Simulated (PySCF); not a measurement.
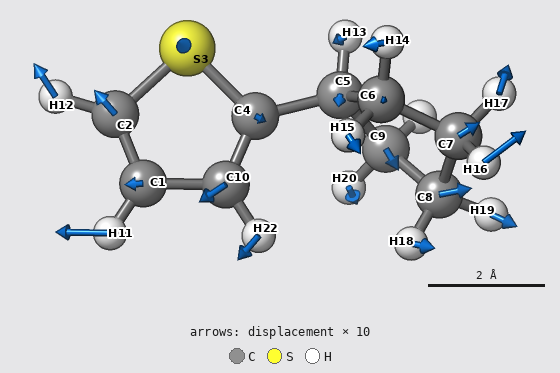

This is a relaxation of C₉H₁₂S. The starting structure is drawn; blue arrows show the displacements, magnified 10 times. The two geometries are superimposed by the best rigid fit.

Style: ball-and-stick. Shown at a tilt.

The start comes from GFN2-xTB. Its atoms were then displaced at random by about 0.01 Å.

Theory: PySCF 2.14.0, density-fitted response routines, PBE0-D3(BJ)/def2-SVP geometry optimisation, gas phase. 

Q: Describe the change and its energy.

A: After 6 geometry steps the energy has fallen by 22.1 kJ/mol. The largest move after the best rigid fit is that of an H atom, 0.10 Å. By element the largest moves are H 0.10 Å, C 0.06 Å, S 0.04 Å. Some distances before and after: C–C 1.335 → 1.375 Å, C–C 1.521 → 1.557 Å, C–S 1.694 → 1.726 Å, C–H 1.074 → 1.104 Å. Bond angles that change, for instance: C–C–H 110.1° → 113.5°, S–C–C 113.2° → 110.3°, C–C–H 125.9° → 123.3°.
